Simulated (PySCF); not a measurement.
C₄H₈Cl₃FSi

Input

```
{"job": {"kind": "nmr", "xc": "PBE0", "basis": "pcSseg-1"}, "charge": 0, "multiplicity": 1}
F     -1.977812    -1.925656    -0.152690
C     -1.961384    -0.620907     0.278263
C     -0.747246     0.085429    -0.310391
Si     0.766848    -1.091853    -0.139442
C      2.360206    -0.052243    -0.326764
Cl     2.235378     0.901257    -1.833527
C     -0.505589     1.420862     0.341770
Cl    -1.966850     2.453809     0.331377
Cl     0.023535     1.206356     2.026003
H     -2.907768    -0.170611    -0.035401
H     -1.907573    -0.654251     1.370272
H     -0.939193     0.270470    -1.371262
H      0.695822    -2.041802    -1.247037
H      0.778397    -1.728270     1.176003
H      2.532344     0.653085     0.481506
H      3.240263    -0.680038    -0.427532
H      0.273622     1.986394    -0.171059
```

Launched as:

```sh
OMP_NUM_THREADS=1 python probes_run.py task.json out
```

Geometry: GFN2-xTB.

The calculation used PySCF, PBE0/pcSseg-1, SCF density, gas phase, non-relativistic.

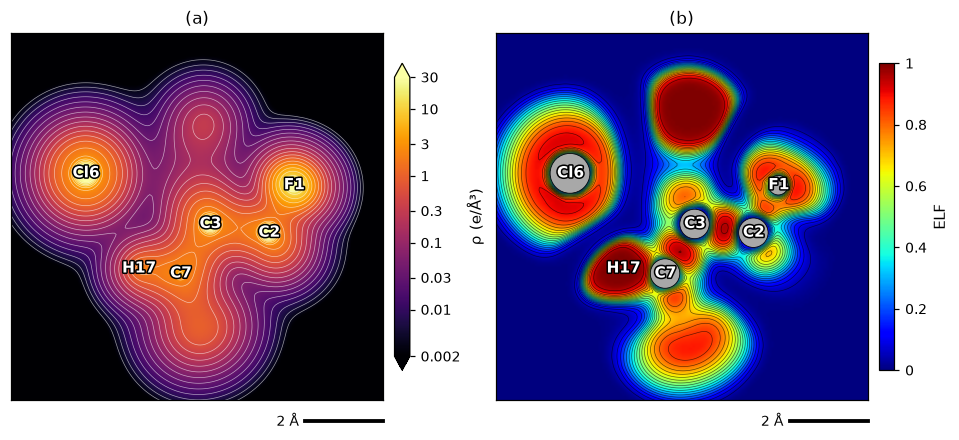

Figure 1. (a) total electron density; (b) ELF on the plane of atoms F1, C2 and C3. Grey discs cover the atomic cores in the ELF map.

**Read the bonding off the picture.**

- The section cuts through F, C, Cl and H sites.
- C–F (1.37 Å): the density is about 2.1 e/Å³ at the midpoint, with its minimum of 1.6 e/Å³ about 0.5 Å from C; the ELF peaks at about 0.85 between the atoms; a shared but strongly polarised pair.
- C–C (1.51 Å): ρ at the midpoint is about 1.7 e/Å³; the ELF peaks at about 0.95 between the atoms: localised, covalent bonding.
- C–H (1.09 Å): the density is about 2.1 e/Å³ at the midpoint; the ELF climbs to about 1 towards the hydrogen, as it does in any bond to H: an ordinary covalent bond to hydrogen.
- The ELF also peaks beside Cl8, Cl6 and F1, away from the bonds: lone-pair regions.

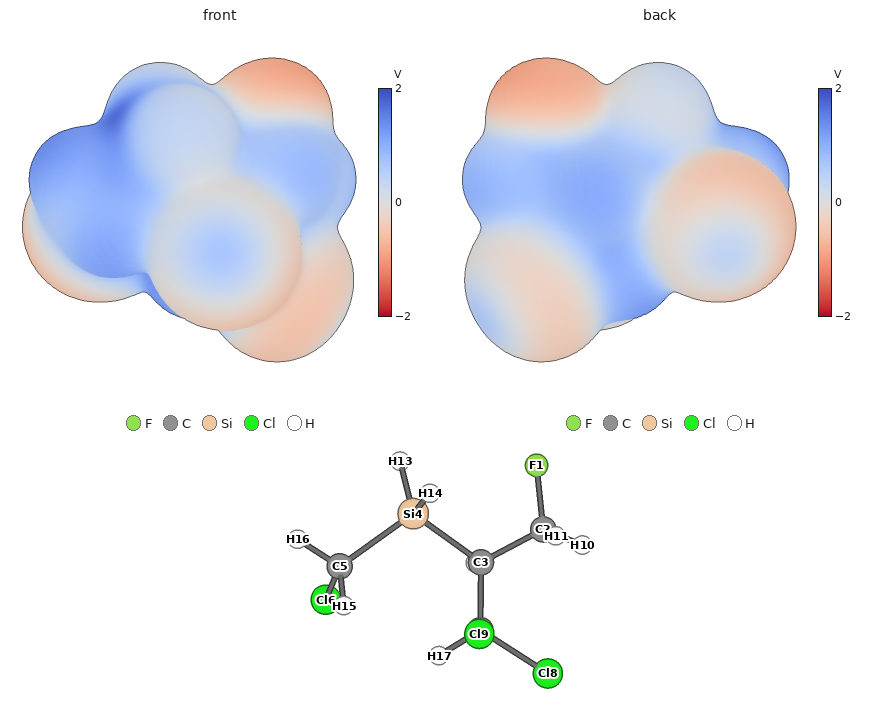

Figure 2. The electrostatic potential painted on the density surface at 0.002 e/bohr³, seen from the front and from behind; the colour scale runs from red (negative) to blue (positive). The bare structure is drawn below in the same view.

**Which sites attract a positive test charge, and which a negative one?**

A positive charge is drawn to the negative regions and a negative charge to the positive ones. The most negative region (about −0.9 V) lies over F1, the most positive (about +1.4 V) over Si4. Cl6 shows a σ-hole: about +0.4 V at the tip opposite its bond, against about −0.1 V on its flanks. Cl8 shows a σ-hole: about +0.6 V at the tip opposite its bond, against about −0.1 V on its flanks. Cl9 shows a σ-hole: about +0.7 V at the tip opposite its bond, against about +0.2 V on its flanks.

**What dipole moment does the calculation give?**

Its dipole moment is 1.18 D.
